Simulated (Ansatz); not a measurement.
# Two runs on CH6S2Si

System: CH6S2Si.
Method of run A: RKS PBE0-D4/def2-TZVPP (Ansatz 0.2.0).

The geometry comes from this level: PBE0-D4/def2-TZVP. Text and figures count atoms from 1; the logs count them from 0 in places.

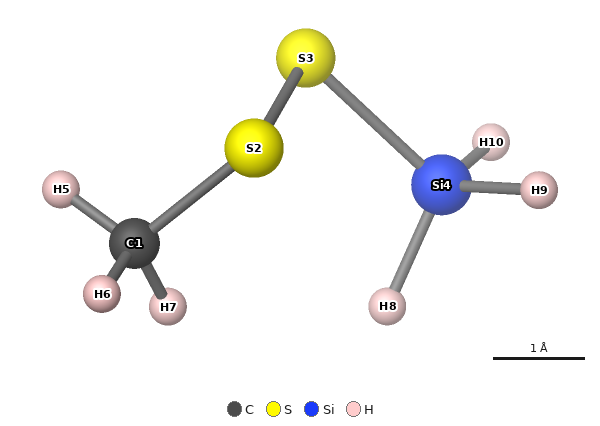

**Figure 1.** The input geometry (ball-and-stick view, seen at a tilt; atoms are numbered from 1 in the order of the input). Bond lengths as drawn: C–H 1.09 Å, C–S 1.80 Å, H–Si 1.48 to 1.49 Å, S–S 2.06 Å and S–Si 2.14 Å.

Input file, run A:
```yaml
crystal:
  periodic: [false, false, false]
  atoms:
    - {symbol: C, position_ang: [-0.839360, 1.368107, -1.052661]}
    - {symbol: S, position_ang: [0.387960, 1.522382, 0.255305]}
    - {symbol: S, position_ang: [1.678268, -0.021897, -0.185451]}
    - {symbol: Si, position_ang: [0.697469, -1.489465, 1.025648]}
    - {symbol: H, position_ang: [-0.379063, 1.495754, -2.031622]}
    - {symbol: H, position_ang: [-1.559829, 2.171889, -0.883225]}
    - {symbol: H, position_ang: [-1.352609, 0.408400, -0.996118]}
    - {symbol: H, position_ang: [-0.715566, -1.639025, 0.593739]}
    - {symbol: H, position_ang: [0.742607, -1.095751, 2.454171]}
    - {symbol: H, position_ang: [1.423324, -2.771695, 0.823013]}
basis:
  gaussian: {orbitals: def2-TZVPP}
hamiltonian: {xc: pbe0, dispersion: d4}
output: {orbitals: {seedname: orbitals}}
```

Hardware: 2 CPU threads, shared host.

Output (run A):
```
Functional definition: PBE0
  parameter a = 0.25
  parameter kappa = 0.804
  parameter beta = 0.06672455060314922
  exchange = (1 - a)*pbe_x(kappa = kappa, mu = beta*pi^2/3) + a*exact_x
  correlation = pbe_c(beta = beta)
1455 factors; their error is unknown
mean field evaluation 1: about -30669.0135 eV, gradient 4.2e1 eV
mean field evaluation 2: about -30667.1324 eV, gradient 4.8e1 eV
mean field evaluation 4: about -30673.0029 eV, gradient 2.1e0 eV
mean field evaluation 8: about -30673.0147 eV, gradient 4.0e-2 eV
mean field evaluation 16: about -30673.0436 eV, gradient 6.0e-5 eV
mean field -30673.04359259 eV, -1127.2135610922 hartree, gradient 6.0e-5 eV, S^2 0.000000; 0 other end points of the search recorded, 0 dependent functions left out
reference -30673.04362452 eV, -1127.2135622654 hartree; 29, 29 occupied and 212, 212 virtual orbitals, 1455 factors
Total energy: -30673.27143896 eV, -1127.2219342915 hartree
```

The input of run B differs as follows (lines with − go, lines with + come):
```diff
-  gaussian: {orbitals: def2-TZVPP}
+  gaussian: {orbitals: def2-SVP}
```

Predict how the results change.

The total energy of run B is 270.7 kcal/mol higher, which measures the change of basis and not a stability. The LUMO goes from −0.84 to −0.61 eV. The basis functions go from 241 to 98.

Output (run B):
```
Functional definition: PBE0
  parameter a = 0.25
  parameter kappa = 0.804
  parameter beta = 0.06672455060314922
  exchange = (1 - a)*pbe_x(kappa = kappa, mu = beta*pi^2/3) + a*exact_x
  correlation = pbe_c(beta = beta)
940 factors; integrals over basis functions are off by at most 1.4e-3 eV
mean field evaluation 1: about -30658.3739 eV, gradient 3.4e1 eV
mean field evaluation 2: about -30657.3052 eV, gradient 3.8e1 eV
mean field evaluation 4: about -30661.1953 eV, gradient 1.0e0 eV
mean field evaluation 8: about -30661.3034 eV, gradient 1.6e-1 eV
mean field evaluation 16: about -30661.3035 eV, gradient 1.9e-5 eV
mean field -30661.30347272 eV, -1126.7821196445 hartree, gradient 1.9e-5 eV, S^2 0.000000; 0 other end points of the search recorded, 0 dependent functions left out
reference -30661.30349864 eV, -1126.7821205969 hartree; 29, 29 occupied and 69, 69 virtual orbitals, 940 factors
Total energy: -30661.53131307 eV, -1126.7904926231 hartree
```

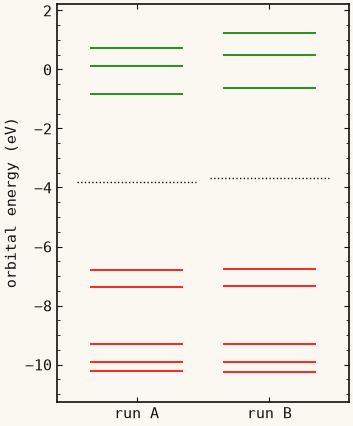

**Figure 2.** The five highest filled and three lowest empty orbital energies of the two runs; the dotted lines part filled from empty levels. The HOMO–LUMO gap is 5.95 eV in run A and 6.15 eV in run B.

The two runs side by side:

| quantity | run A | run B |
| --- | --- | --- |
| outcome | converged | converged |
| total energy (hartree) | −1127.221934 | −1126.790493 |
| HOMO (eV) | −6.79 | −6.77 |
| LUMO (eV) | −0.84 | −0.61 |
| basis functions | 241 | 98 |
| wall time (shared host) | 4.7 s | 2.3 s |
